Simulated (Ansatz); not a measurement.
One crystal and one scan (energy against volume) at two levels, PBE (plane waves to 420 eV, PAW, scalar-relativistic; Ansatz, a first-principles code) and r2SCAN (plane waves to 500 eV, PAW, scalar-relativistic; Ansatz), each from its own relaxed cell and on its own mesh. The cell shown is that of PBE.

SiC (zinc blende)

```yaml
crystal:
  lattice:
    - [0.00000, 2.18986, 2.18986]
    - [2.18986, 0.00000, 2.18986]
    - [2.18986, 2.18986, 0.00000]
  atoms:
    - { symbol: C, position: [0.75000, 0.75000, 0.75000] }
    - { symbol: Si, position: [0.00000, 0.00000, 0.00000] }
```

E(V) scan at fixed shape, V₀ the volume above. Symmetry pins the atoms to their sites.

E stands for the smeared free energy. SiC was relaxed with its symmetry unable to fall. The PAW data are Ansatz's earlier set. Percentages come from the unrounded values. Both scans cover V/V₀ from 0.940 to 1.060.

| quantity | PBE | r2SCAN | PBE − r2SCAN |
|---|---|---|---|
| Lattice constant a (Å) | 4.380 | 4.357 | +0.023 (+0.5 %) |
| Pressure at the smallest volume (GPa) | 14.9 | 15.9 | -1.0 (-6 %) |
| Energy cost of the largest compression (meV/atom) | 27.8 | 29.2 | -1.4 (-5 %) |
| Energy cost of the largest expansion (meV/atom) | 22.8 | 24.0 | -1.2 (-5 %) |
| Bulk modulus B₀ (third-order Birch-Murnaghan fit) (GPa) | 212.9 | 227.4 | -14.5 (-6.4 %) |
| Pressure derivative B₀′ (fit) | 3.9 | 3.9 | 0.0 |
| Pressure for 5 % compression (fit) (GPa) | 12.1 | 12.9 | -0.8 (-6 %) |

PBE gives the higher value for: lattice constant a. PBE gives the lower value for: pressure at the smallest volume; energy cost of the largest compression; energy cost of the largest expansion; bulk modulus B₀; pressure for 5 % compression. They agree on: pressure derivative B₀′ (within 1.5 %). For the lattice constant a the reference is 4.346 Å (measured, corrected to the static lattice; as given in Daniel Mejia-Rodriguez, S. B. Trickey, Physical Review B (2018), arXiv:1807.09216): r2SCAN lies nearer. For the bulk modulus B₀ the reference is 229.1 GPa (measured, corrected to the static lattice; as given in Daniel Mejia-Rodriguez, S. B. Trickey, Physical Review B (2018), arXiv:1807.09216): r2SCAN lies nearer.  Neither level is exact: the differences show how much the result hangs on the functional.

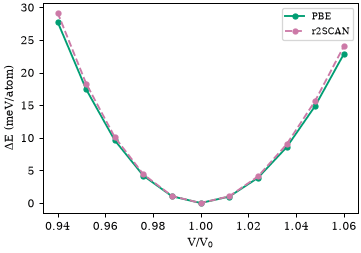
Fig. 1. ΔE, each from the relaxed starting cell of its own level.

(A scan under strain: stresses follow from slopes of the energy per volume, elastic moduli from its curvatures.)
